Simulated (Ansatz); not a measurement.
C$_{3}$H$_{8}$Si

Input file:

```
crystal:
  periodic: [false, false, false]
  atoms:
    - { symbol: C, position_ang: [-0.8056, 1.3216, 0.3044] }
    - { symbol: C, position_ang: [-0.507, 0.1065, 1.0767] }
    - { symbol: Si, position_ang: [1.1027, -0.6775, 0.642] }
    - { symbol: C, position_ang: [1.2612, -1.3037, -1.0804] }
    - { symbol: H, position_ang: [-0.9159, 1.156, -0.7997] }
    - { symbol: H, position_ang: [-1.8246, 1.7713, 0.617] }
    - { symbol: H, position_ang: [-0.0811, 2.1564, 0.448] }
    - { symbol: H, position_ang: [-1.2591, -0.6137, 0.9204] }
    - { symbol: H, position_ang: [-0.5014, 0.371, 2.1881] }
    - { symbol: H, position_ang: [0.3917, -2.0406, -1.2322] }
    - { symbol: H, position_ang: [1.0562, -0.5025, -1.7798] }
    - { symbol: H, position_ang: [2.16, -1.7999, -1.2705] }
basis:
  gaussian:
    orbitals: def2-SVP
hamiltonian:
  xc:
    name: wB97X-V
output:
  orbitals: {}
```

Launched as:

```sh
python energy_c3h8si.py
```

Level of theory: Ansatz 0.2.0, SCF wB97X-V, Gaussian basis.

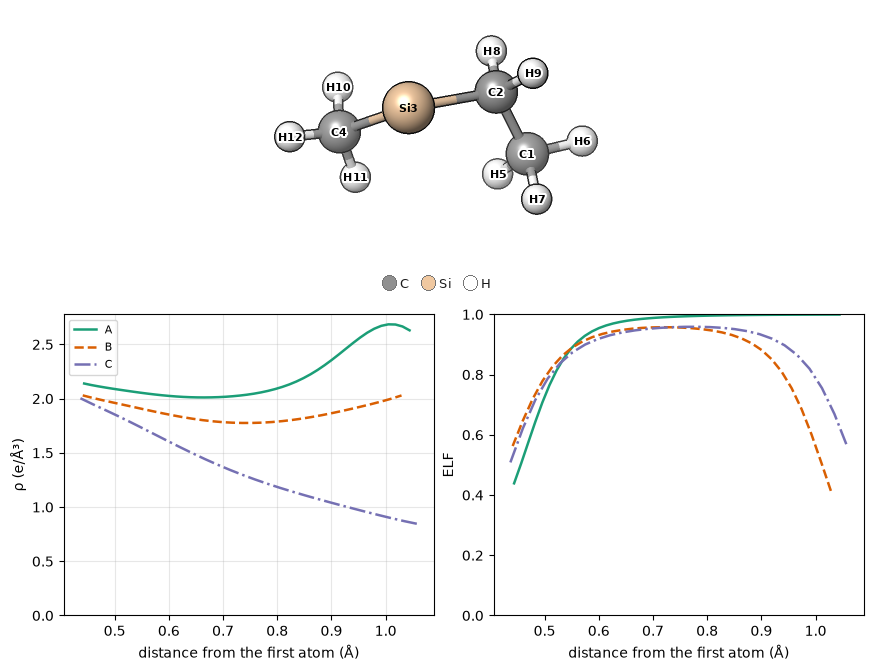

Figure 1. Electron density and electron localisation function along straight lines between neighbouring atoms. The curves leave out the atomic cores. The structure is drawn too.

Which curve belongs to which contact (C–C, C–H and C–Si)? The first atom named is at distance zero.

Answer. Curve A: C–H (1.04 Å): ρ is about 2.1 e/Å³ halfway; the ELF climbs to about 1 towards the hydrogen, as it does in any bond to H; an ordinary covalent bond to hydrogen. Curve B: C–C (1.47 Å): the density is about 1.8 e/Å³ at the midpoint; the ELF peaks at about 0.95 between the atoms, as expected for localised, covalent bonding. Curve C: C–Si (1.84 Å): the density is about 1 e/Å³ at the midpoint; the ELF peaks at about 0.95 between the atoms: a covalent bond.

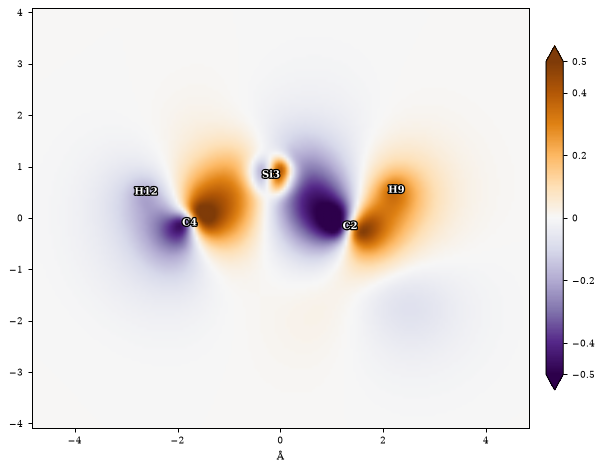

Figure 2. The HOMO−1 on the plane of atoms Si3, C4 and H12 (values in Å⁻³ᐟ²; the overall sign is arbitrary).

What is the character of this orbital?

Answer. By Hirshfeld shares it lies mainly on C2 (about 25 %), Si3 (about 20 %), C4 (about 20 %), C1 (about 10 %), H6 (about 10 %) and H9 (about 5 %). Its energy is −10.89 eV.
